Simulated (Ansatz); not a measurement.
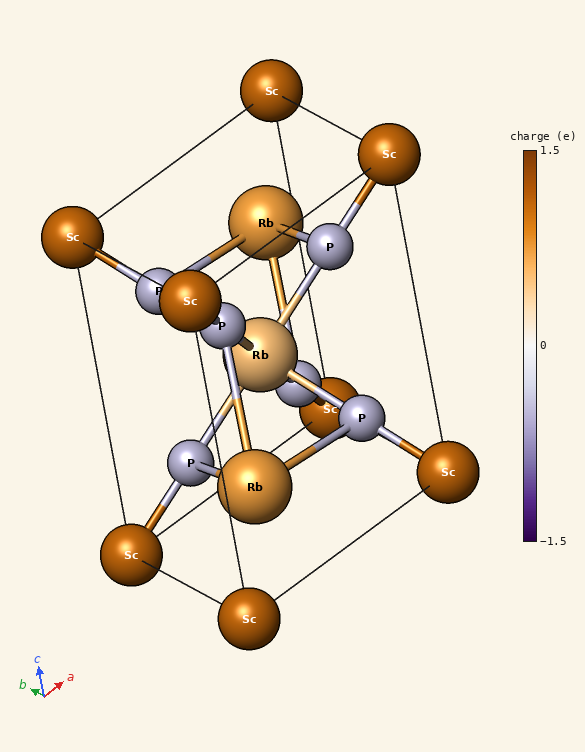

The image is a ball-and-stick drawing of a crystal, viewed slightly off an axis. The wireframe shows the simulation cell. The atoms of this Rb3ScP6 cell are coloured by their Bader charge.

The calculation used DFT, PAW plane waves, PBEsol (Ansatz), with a basis cut at 420 eV, Brillouin-zone sampling on a 6×6×6 mesh, Fermi-Dirac smearing of 0.1 eV, no spin polarisation.

Question: Who donates electrons here and who accepts them?

Answer: Most positive: Sc; most negative: P. Charges: about Rb +0.5 to +0.7 e; Sc +1.1 e; P -0.5 e.

Shown is a generated cell, made by putting these elements into a known structure type (the compound may or may not exist in this form), as it stood before any relaxation. It went into a calculation with Ansatz.

At this level of theory the cell isn't at rest (compressed, at 8 GPa), so its distances can differ from those at equilibrium, the more so the softer the solid.
